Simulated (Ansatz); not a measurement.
# Molecular dynamics of CH$_{6}$OSn

The run: molecular dynamics of CH$_{6}$OSn. Method and program: RKS r2SCAN/def2-SVP (Ansatz 0.2.0).

One setting was made poor on purpose. It belongs to a series of runs on one base structure; here: an input spoilt on purpose.

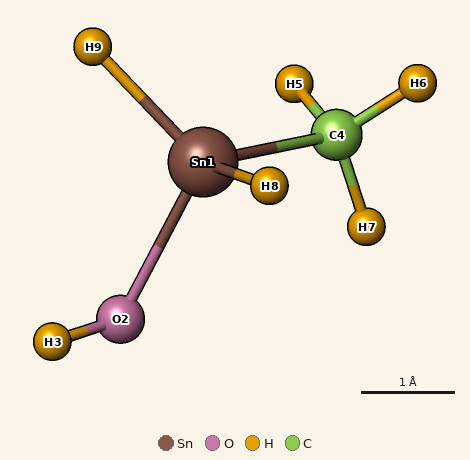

Figure 1. The starting structure (ball-and-stick view, seen at a tilt; atoms are numbered from 1 in the order of the input). Sticks mark near contacts. Bond lengths as drawn: C–H 1.10 Å, C–Sn 2.14 Å, H–O 0.97 Å, H–Sn 1.72 Å and O–Sn 2.00 Å.

**Input**
```yaml
crystal:
  periodic: [false, false, false]
  atoms:
    - { symbol: Sn, position_ang: [-0.046888, -0.024019, -0.105774] }
    - { symbol: O, position_ang: [0.097185, -0.089114, 1.887669] }
    - { symbol: H, position_ang: [-0.767335, -0.168223, 2.311912] }
    - { symbol: C, position_ang: [2.01305, -0.002183, -0.693013] }
    - { symbol: H, position_ang: [2.391444, -1.03072, -0.774821] }
    - { symbol: H, position_ang: [2.14445, 0.512449, -1.655441] }
    - { symbol: H, position_ang: [2.579528, 0.529538, 0.085425] }
    - { symbol: H, position_ang: [-0.895478, 1.409067, -0.549983] }
    - { symbol: H, position_ang: [-0.906556, -1.418195, -0.641574] }
basis:
  gaussian: { orbitals: def2-SVP }
hamiltonian:
  xc: r2scan
md:
  timestep: 0.5
  n_steps: 25
  ensemble: nvt_langevin
  temperature: 3000.0
  initial_velocities: maxwell_boltzmann
  seed: 221445
  friction: 0.02
  masses: [{ species: Sn, mass: 0.0 }]
```

Command:
```bash
ansatz run input.yaml --threads 2 --pin off --max-ram 3072MiB --backend cpu --events-out ev --progress --plain --runs-dir out
```

**What the program printed**
```
Error: invalid value for `md.masses[].mass`: must be finite and > 0; got 0 u
```

**What the run reported**

```tsv
quantity	value
outcome	refused by the program
hardware	2 threads of Arm Neoverse V2, 24 GiB of memory available, shared host
```

The program refused the input: “invalid value for `md.masses[].mass`: must be finite and > 0; got 0 u” A deliberately poor setting: bad input.
